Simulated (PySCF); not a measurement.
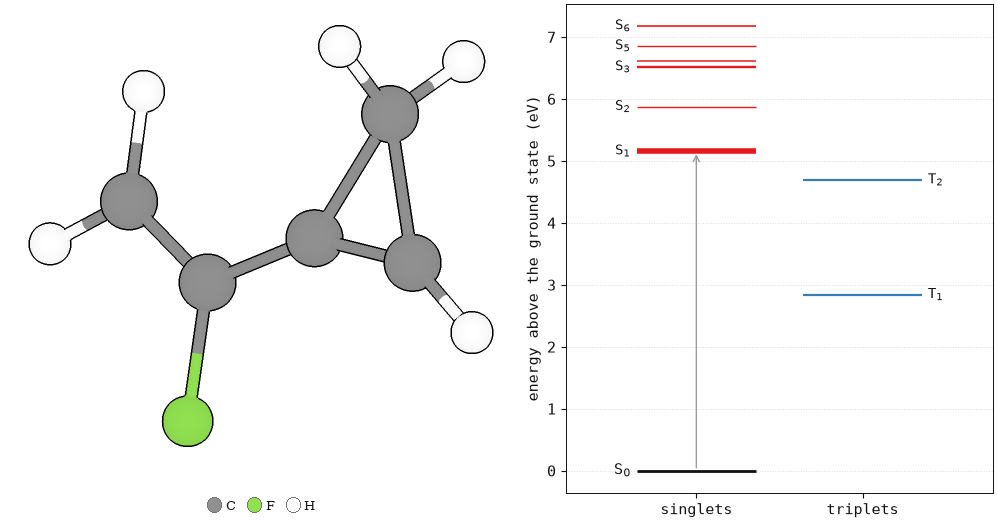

State diagram of C₅H₅F, SMILES C=C(F)C1=CC1. Vertical TDDFT excitations, PBE0/def2-SVPD with PySCF 2.14.0, at a GFN2-xTB geometry (no frequency check), gas phase. Triplets in the Tamm-Dancoff approximation; only the lowest 6 singlets and 2 triplets were computed. Thicker singlet lines are brighter; the arrow marks the brightest.

> What are the energy, strength and character of the state that the arrow marks?

S1 at 5.15 eV (241 nm), f = 0.380, mainly HOMO → LUMO (94 %).

> What character does the calculation give T1?

Mainly HOMO → LUMO (96 %).

> How many of the triplet levels drawn lie below S1?

2 of 2 (T1 2.83 eV, T2 4.69 eV; S1 5.15 eV).

Known limits of this run: states above the negative HOMO energy depend on the basis; the tight-binding geometry is rougher than a DFT one and adds to the error; one conformer of a flexible molecule; core orbitals are frozen in the response.
